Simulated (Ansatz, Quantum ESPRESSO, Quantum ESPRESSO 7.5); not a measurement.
# The work function of Ba(110), 5 layers, level by level

How much energy does it take to lift an electron out of Ba(110), 5 layers, and how far do the settings matter?

Main program and level: Quantum ESPRESSO 7.5; plane-wave DFT, PBE, GBRV ultrasoft pseudopotentials (cross-check by Ansatz 0.2.0 with PAW datasets).

**What experiment says.**

For Ba (polycrystalline sample, no single face), “Anisotropic work function of elemental crystals” (2019, arxiv:1902.07811) quotes earlier work: work function, loosely compared (polycrystalline sample, no single face) 2.53 eV.

## Step 1: The starting structure

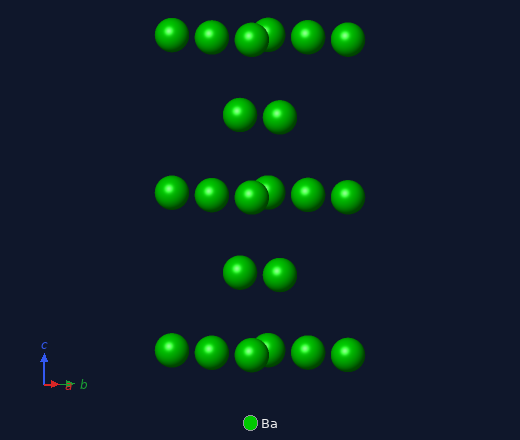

The starting structure, seen from the side, with the c axis up (barium green). 2×1×1 cells are drawn. Some periodic images of atoms are drawn too.

The cell holds 5 atoms: 5 Ba. Its edges and angles: a = 4.347 Å, b = 4.347 Å, c = 30.199 Å, α = 90.0°, β = 90.0°, γ = 70.5°. It derives from Ba. Vacuum lies along c.

Coordinates:

```cif
data_structure
_symmetry_space_group_name_H-M 'P 1'
_symmetry_Int_Tables_number 1
_cell_length_a 4.3474
_cell_length_b 4.3474
_cell_length_c 30.1987
_cell_angle_alpha 90.000
_cell_angle_beta 90.000
_cell_angle_gamma 70.529
_cell_volume 538.12
loop_
_atom_site_label
_atom_site_type_symbol
_atom_site_fract_x
_atom_site_fract_y
_atom_site_fract_z
_atom_site_occupancy
Ba1 Ba 0.00000 0.00000 0.26491 1
Ba2 Ba 0.50000 0.50000 0.38246 1
Ba3 Ba 0.00000 0.00000 0.50000 1
Ba4 Ba 0.50000 0.50000 0.61754 1
Ba5 Ba 0.00000 0.00000 0.73509 1
```

## Step 2: Relaxation with pw.x

BFGS moves the free atoms until their forces fall under forc_conv_thr; those flagged 0 0 0 are held.

Input file relax.in:

```
&control
  prefix = 'relax'
  outdir = './out'
  pseudo_dir = './pseudo'
  nstep = 40
  forc_conv_thr = 0.001
  calculation = 'relax'
/
&system
  ibrav = 0
  nat = 5
  ntyp = 1
  ecutwfc = 40
  ecutrho = 200
  occupations = 'smearing'
  smearing = 'mv'
  degauss = 0.02
/
&electrons
  conv_thr = 1e-07
  mixing_beta = 0.4
  electron_maxstep = 120
  mixing_mode = 'local-TF'
/
&ions
/
ATOMIC_SPECIES
  Ba  137.3270  ba_pbe_v1.uspp.F.UPF
CELL_PARAMETERS angstrom
  3.54967604155647 -2.51000000000000 0.00000000000000
  3.54967604155647 2.51000000000000 0.00000000000000
  0.00000000000000 0.00000000000000 30.19870416622587
ATOMIC_POSITIONS crystal
  Ba  0.000000000000 0.000000000000 0.264912029204
  Ba  0.500000000000 0.500000000000 0.382456014602
  Ba  0.000000000000 0.000000000000 0.500000000000 0 0 0
  Ba  0.500000000000 0.500000000000 0.617543985398
  Ba  0.000000000000 0.000000000000 0.735087970796
K_POINTS automatic
  8 8 1 0 0 0
```

Run with:

```sh
> OMP_NUM_THREADS=1 mpirun -n 4 pw.x -nk 4 -in relax.in > relax.out
```

The program printed:

```text
Program PWSCF v.7.5 starts
[citation notice left out]

     Parallel version (MPI & OpenMP), running on       4 processor cores
     Number of MPI processes:                 4
     Threads/MPI process:                     1

     MPI processes distributed on     1 nodes
[...]
Current dimensions of program PWSCF are:
     Max number of different atomic species (ntypx) = 10
     Max number of k-points (npk) =  40000
     Max angular momentum in pseudopotentials (lmaxx) =  4
     Message from routine setup:
     using ibrav=0 with symmetry is DISCOURAGED, use correct ibrav instead

     K-points division:     npool     =       4
     Subspace diagonalization in iterative solution of the eigenvalue problem:
     a serial algorithm will be used

     G-vector sticks info
     --------------------
     sticks:   dense  smooth     PW     G-vecs:    dense   smooth      PW
     Sum        1019     809    241               173715   124133   20165

     Using Slab Decomposition

     bravais-lattice index     =            0
     lattice parameter (alat)  =       8.2155  a.u.
     unit-cell volume          =    3631.4272 (a.u.)^3
     number of atoms/cell      =            5
     number of atomic types    =            1
     number of electrons       =        50.00
     number of Kohn-Sham states=           30
     kinetic-energy cutoff     =      40.0000  Ry
     charge density cutoff     =     200.0000  Ry
     scf convergence threshold =      1.0E-07
     mixing beta               =       0.4000
     number of iterations used =            8  local-TF  mixing
     energy convergence thresh.=      1.0E-04
     force convergence thresh. =      1.0E-03
     Exchange-correlation= SLA  PW   PBE  PBE
                           (   1   4   3   4   0   0   0)
     nstep                     =           40

     celldm(1)=   8.215485  celldm(2)=   0.000000  celldm(3)=   0.000000
     celldm(4)=   0.000000  celldm(5)=   0.000000  celldm(6)=   0.000000

     crystal axes: (cart. coord. in units of alat)
               a(1) = (   0.816497  -0.577350   0.000000 )
               a(2) = (   0.816497   0.577350   0.000000 )
               a(3) = (   0.000000   0.000000   6.946307 )

     reciprocal axes: (cart. coord. in units 2 pi/alat)
               b(1) = (  0.612372 -0.866025  0.000000 )
               b(2) = (  0.612372  0.866025 -0.000000 )
               b(3) = ( -0.000000  0.000000  0.143961 )

     PseudoPot. # 1 for Ba read from file:
     ./pseudo/ba_pbe_v1.uspp.F.UPF
     Pseudo is Ultrasoft + core correction, Zval = 10.0
     Generated by new atomic code, or converted to UPF format
     Using radial grid of  907 points,  7 beta functions with:
                l(1) =   0
                l(2) =   0
                l(3) =   1
                l(4) =   1
                l(5) =   2
                l(6) =   2
                l(7) =   3
     Q(r) pseudized with  6 coefficients,  rinner =    1.700   1.700   1.700
                                                       1.700   1.700   1.700
                                                       1.700

     atomic species   valence    mass     pseudopotential
     Ba               10.00   137.32700     Ba( 1.00)

      8 Sym. Ops., with inversion, found

   Cartesian axes

     site n.     atom                  positions (alat units)
         1        Ba     tau(   1) = (   0.0000000   0.0000000   1.8401602  )
         2        Ba     tau(   2) = (   0.8164966   0.0000000   2.6566568  )
         3        Ba     tau(   3) = (   0.0000000   0.0000000   3.4731534  )
         4        Ba     tau(   4) = (   0.8164966   0.0000000   4.2896500  )
         5        Ba     tau(   5) = (   0.0000000   0.0000000   5.1061465  )

     number of k points=    21  Marzari-Vanderbilt smearing, width (Ry)=  0.0200
                       cart. coord. in units 2pi/alat
        k(    1) = (   0.0000000   0.0000000   0.0000000), wk =   0.0312500
        k(    2) = (   0.0765466   0.1082532   0.0000000), wk =   0.1250000
        k(    3) = (   0.1530931   0.2165064   0.0000000), wk =   0.1250000
        k(    4) = (   0.2296397   0.3247595   0.0000000), wk =   0.1250000
        k(    5) = (  -0.3061862  -0.4330127   0.0000000), wk =   0.0625000
        k(    6) = (   0.1530931   0.0000000   0.0000000), wk =   0.0625000
        k(    7) = (   0.2296397   0.1082532   0.0000000), wk =   0.1250000
        k(    8) = (   0.3061862   0.2165064   0.0000000), wk =   0.1250000
        k(    9) = (  -0.2296397  -0.5412659   0.0000000), wk =   0.1250000
        k(   10) = (  -0.1530931  -0.4330127   0.0000000), wk =   0.1250000
[...]
k(   21) = (  -0.6123724   0.0000000   0.0000000), wk =   0.0312500

     Dense  grid:   173715 G-vectors     FFT dimensions: (  40,  40, 270)

     Smooth grid:   124133 G-vectors     FFT dimensions: (  36,  36, 240)

     Estimated max dynamical RAM per process >     426.17 MB

     Estimated total dynamical RAM >       1.54 GB

     Check: negative core charge=   -0.000001

     Initial potential from superposition of free atoms

     starting charge      49.9250, renormalised to      50.0000

     negative rho (up, down):  4.721E-01 0.000E+00
     Starting wfcs are   65 randomized atomic wfcs

     total cpu time spent up to now is        7.8 secs

     per-process dynamical memory:   158.2 Mb

     Self-consistent Calculation

     iteration #  1     ecut=    40.00 Ry     beta= 0.40
     Davidson diagonalization with overlap
     ethr =  1.00E-02,  avg # of iterations =  1.8

     negative rho (up, down):  4.601E-01 0.000E+00

     total cpu time spent up to now is       18.5 secs

     total energy              =    -351.37594385 Ry
     estimated scf accuracy    <       0.86515666 Ry

     iteration #  2     ecut=    40.00 Ry     beta= 0.40
[...]
negative rho (up, down):  4.202E-01 0.000E+00

[...]
total energy              =    -351.29876056 Ry
     estimated scf accuracy    <       0.60825336 Ry

     iteration #  3     ecut=    40.00 Ry     beta= 0.40
[...]
negative rho (up, down):  4.454E-01 0.000E+00

[...]
total energy              =    -351.33875992 Ry
     estimated scf accuracy    <       0.09053851 Ry

     iteration #  4     ecut=    40.00 Ry     beta= 0.40
[...]
negative rho (up, down):  4.436E-01 0.000E+00

[...]
total energy              =    -351.34573843 Ry
     estimated scf accuracy    <       0.08351374 Ry

[...]
convergence has been achieved in   7 iterations

     negative rho (up, down):  4.409E-01 0.000E+00

     Forces acting on atoms (cartesian axes, Ry/au):

     atom    1 type  1   force =     0.00000000    0.00000000    0.00187860
     atom    2 type  1   force =     0.00000000    0.00000000   -0.00216863
     atom    3 type  1   force =     0.00000000    0.00000000    0.00000000
     atom    4 type  1   force =     0.00000000    0.00000000    0.00216863
     atom    5 type  1   force =     0.00000000    0.00000000   -0.00187860

     Total force =     0.004058     Total SCF correction =     0.000070
     Energy error            =      2.1E-05 Ry
     Gradient error          =      2.2E-03 Ry/Bohr

     number of scf cycles    =   3
     number of bfgs steps    =   2

     energy             old  =    -351.3406802211 Ry
     energy             new  =    -351.3407012924 Ry

     CASE: energy            _new < energy            _old

     new trust radius        =       0.0040607667 bohr
     new conv_thr            =       0.0000000010 Ry

ATOMIC_POSITIONS (crystal)
Ba               0.0000000000        0.0000000000        0.2650522533
Ba               0.5000000000        0.5000000000        0.3822942929
Ba               0.0000000000        0.0000000000        0.5000000000    0   0   0
Ba               0.5000000000        0.5000000000        0.6177057071
Ba               0.0000000000        0.0000000000        0.7349477467

[...]
NEW-OLD atomic charge density approx. for the potential

     Check: negative core charge=   -0.000001

     negative rho (up, down):  4.409E-01 0.000E+00

     total cpu time spent up to now is      338.6 secs

     per-process dynamical memory:   215.6 Mb

[...]
!    total energy              =    -351.34073105 Ry
[...]
Total force =     0.003768     Total SCF correction =     0.000030
[...]
number of bfgs steps    =   3
[...]
energy             new  =    -351.3407310530 Ry
[...]
new trust radius        =       0.0060911501 bohr
[...]
!    total energy              =    -351.34077189 Ry
[...]
Total force =     0.003350     Total SCF correction =     0.000022
[...]
number of bfgs steps    =   4
[...]
energy             new  =    -351.3407718875 Ry
[...]
new trust radius        =       0.0091367252 bohr
[...]
!    total energy              =    -351.34082426 Ry
[...]
Total force =     0.002702     Total SCF correction =     0.000075
[...]
number of bfgs steps    =   5
[...]
energy             new  =    -351.3408242589 Ry
[...]
new trust radius        =       0.0137050877 bohr
[...]
Self-consistent Calculation

     iteration #  1     ecut=    40.00 Ry     beta= 0.40
     Davidson diagonalization with overlap
     ethr =  1.00E-06,  avg # of iterations =  4.3

     negative rho (up, down):  4.411E-01 0.000E+00

     total cpu time spent up to now is      654.9 secs

     total energy              =    -351.34088285 Ry
     estimated scf accuracy    <       0.00023662 Ry

[...]
iteration # 10     ecut=    40.00 Ry     beta= 0.40
[...]
negative rho (up, down):  4.411E-01 0.000E+00

[...]
End of self-consistent calculation

          k = 0.0000 0.0000 0.0000 ( 15567 PWs)   bands (ev):

   -26.7000 -26.7000 -26.3387 -26.2744 -26.2712 -11.9776 -11.9750 -11.6921
   -11.6920 -11.6492 -11.6365 -11.6365 -11.4523 -11.4031 -11.3334 -11.3163
   -11.3061 -11.2882 -11.2466 -11.2466  -0.0809   0.2226   0.6939   1.2185
     1.5681   2.9697   2.9751   3.2599   3.3375   3.5823

          k = 0.0765 0.1083 0.0000 ( 15556 PWs)   bands (ev):

   -26.6970 -26.6970 -26.3351 -26.2713 -26.2685 -11.9690 -11.9676 -11.7309
   -11.7282 -11.6555 -11.6550 -11.6342 -11.4771 -11.4021 -11.3645 -11.3358
   -11.3164 -11.3134 -11.2668 -11.2646   0.1309   0.4252   0.8876   1.4143
     1.7789   3.0066   3.0068   3.2516   3.3043   3.4812

          k = 0.1531 0.2165 0.0000 ( 15530 PWs)   bands (ev):

   -26.6895 -26.6895 -26.3265 -26.2639 -26.2622 -11.9504 -11.9500 -11.8406
   -11.8396 -11.6725 -11.6696 -11.6134 -11.5612 -11.4529 -11.4398 -11.3975
   -11.3455 -11.3322 -11.2778 -11.2767   0.6954   0.9421   1.3428   1.8333
     2.2520   2.9587   3.0424   3.0982   3.1809   3.3308

          k = 0.2296 0.3248 0.0000 ( 15496 PWs)   bands (ev):

   -26.6820 -26.6820 -26.3179 -26.2565 -26.2560 -11.9536 -11.9531 -11.9337
   -11.9333 -11.6835 -11.6794 -11.6562 -11.6308 -11.5562 -11.4719 -11.4127
   -11.3852 -11.3235 -11.2865 -11.2766   1.4094   1.4987   1.6965   1.9943
     2.3414   2.9362   3.0539   3.1597   3.2232   3.2659

          k =-0.3062-0.4330 0.0000 ( 15444 PWs)   bands (ev):

   -26.6789 -26.6789 -26.3142 -26.2534 -26.2534 -11.9980 -11.9974 -11.9307
   -11.9292 -11.7126 -11.6792 -11.6730 -11.6563 -11.5983 -11.4481 -11.4197
   -11.4172 -11.3171 -11.2910 -11.2765   1.7469   1.7472   1.9361   1.9448
     2.0999   2.8996   3.0444   3.1205   3.2022   3.2618

          k = 0.1531 0.0000 0.0000 ( 15515 PWs)   bands (ev):

   -26.6947 -26.6947 -26.3331 -26.2690 -26.2660 -11.9657 -11.9637 -11.7157
   -11.7156 -11.6966 -11.6958 -11.6340 -11.4490 -11.4278 -11.3601 -11.3398
   -11.3346 -11.3107 -11.3047 -11.3001   0.2016   0.4988   0.9591   1.4723
     1.8215   3.0084   3.0293   3.3267   3.5351   3.5452

[...]
the Fermi energy is     2.5543 ev

!    total energy              =    -351.34088214 Ry
     estimated scf accuracy    <          2.9E-10 Ry
     smearing contrib. (-TS)   =       0.00273130 Ry
     internal energy E=F+TS    =    -351.34361343 Ry

     The total energy is F=E-TS. E is the sum of the following terms:
     one-electron contribution =    -898.07888984 Ry
     hartree contribution      =     453.38980263 Ry
     xc contribution           =    -137.95216260 Ry
     ewald contribution        =     231.29763639 Ry

     convergence has been achieved in  10 iterations

     negative rho (up, down):  4.411E-01 0.000E+00

     Forces acting on atoms (cartesian axes, Ry/au):

     atom    1 type  1   force =     0.00000000    0.00000000    0.00095358
     atom    2 type  1   force =     0.00000000    0.00000000   -0.00078703
     atom    3 type  1   force =     0.00000000    0.00000000    0.00000000
     atom    4 type  1   force =     0.00000000    0.00000000    0.00078703
     atom    5 type  1   force =     0.00000000    0.00000000   -0.00095358

     Total force =     0.001749     Total SCF correction =     0.000053
     Energy error            =      5.8E-05 Ry
     Gradient error          =      9.5E-04 Ry/Bohr

     bfgs converged in   7 scf cycles and   6 bfgs steps
     (criteria: energy <  1.0E-04 Ry, force <  1.0E-03 Ry/Bohr)

     End of BFGS Geometry Optimization

     Final energy             =    -351.3408821392 Ry

     File ./out/relax.bfgs deleted, as requested
Begin final coordinates

ATOMIC_POSITIONS (crystal)
Ba               0.0000000000        0.0000000000        0.2655041377
Ba               0.5000000000        0.5000000000        0.3817872955
Ba               0.0000000000        0.0000000000        0.5000000000    0   0   0
Ba               0.5000000000        0.5000000000        0.6182127045
Ba               0.0000000000        0.0000000000        0.7344958623
End final coordinates

[...]
=------------------------------------------------------------------------------=
   JOB DONE.
=------------------------------------------------------------------------------=
```

It took 13 min on 4 MPI ranks of Arm Neoverse N1, shared host; peak memory 1.8 GiB.

Relaxation path:

| step | energy less that of the first step (eV) | largest force (eV/Å) |
| --- | --- | --- |
| 1 | 0.0000 | 0.0633 |
| 2 | -0.0003 | 0.0571 |
| 3 | -0.0006 | 0.0558 |
| 4 | -0.0010 | 0.0513 |
| 5 | -0.0015 | 0.0449 |
| 6 | -0.0022 | 0.0349 |
| 7 | -0.0030 | 0.0245 |

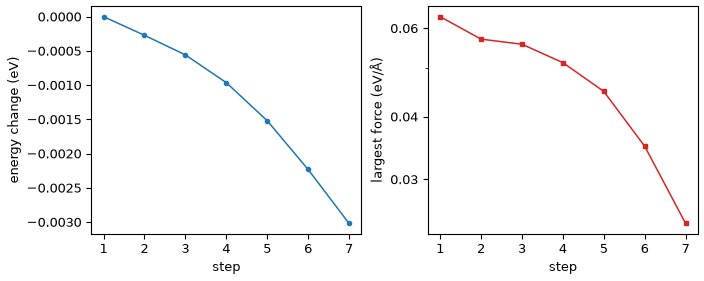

Energy and largest force along the relaxation.

The atoms that moved most (Å):

| atom | dx | dy | dz | length |
| --- | --- | --- | --- | --- |
| Ba2 | 0.000 | 0.000 | -0.020 | 0.020 |
| Ba4 | 0.000 | 0.000 | 0.020 | 0.020 |
| Ba5 | 0.000 | 0.000 | -0.018 | 0.018 |
| Ba1 | 0.000 | 0.000 | 0.018 | 0.018 |

The relaxed structure:

```cif
data_structure
_symmetry_space_group_name_H-M 'P 1'
_symmetry_Int_Tables_number 1
_cell_length_a 4.3474
_cell_length_b 4.3474
_cell_length_c 30.1987
_cell_angle_alpha 90.000
_cell_angle_beta 90.000
_cell_angle_gamma 70.529
_cell_volume 538.12
loop_
_atom_site_label
_atom_site_type_symbol
_atom_site_fract_x
_atom_site_fract_y
_atom_site_fract_z
_atom_site_occupancy
Ba1 Ba 0.00000 0.00000 0.26550 1
Ba2 Ba 0.50000 0.50000 0.38179 1
Ba3 Ba 0.00000 0.00000 0.50000 1
Ba4 Ba 0.50000 0.50000 0.61821 1
Ba5 Ba 0.00000 0.00000 0.73450 1
```

 On the free atoms the largest force ends at 0.025 eV/Å.

Numbers from this step:

- free energy: -4780.2362 eV
- Fermi energy: 2.554 eV

The program's own clock; routines nest. Time by routine:

| routine | wall time (s) | calls |
| --- | --- | --- |
| PWSCF | 756.3 | 1 |
| electrons | 728.4 | 7 |
| c_bands | 491.4 | 65 |
| cegterg | 421.4 | 390 |
| h_psi | 328 | 1492 |
| fftw | 284.1 | 65408 |
| vloc_psi | 258 | 1492 |
| sum_band | 111.7 | 65 |
| mix_rho | 76.5 | 65 |
| calbec | 55.2 | 2050 |
| ffts | 46.72 | 6311 |
| newd | 36 | 68 |
| add_vuspsi | 34.63 | 1492 |
| h_psi:calbec | 34.62 | 1492 |

[end of part 1 of 6]

[Logs are printed without paths, hosts, clocks, repeated set-up lines and the standing remarks that a program may print on its own settings, such as how far it seeks lower states.]

[Hosts, paths, dates, database ids (printed as entryN), source tags and the programs' standing remarks are cut or masked in the printed files.]

[Maps of the electrostatic potential energy from Ansatz leave out the sawtooth potential of an applied field or a dipole correction, so their vacuum need not be flat; planar profiles and work functions include it.]
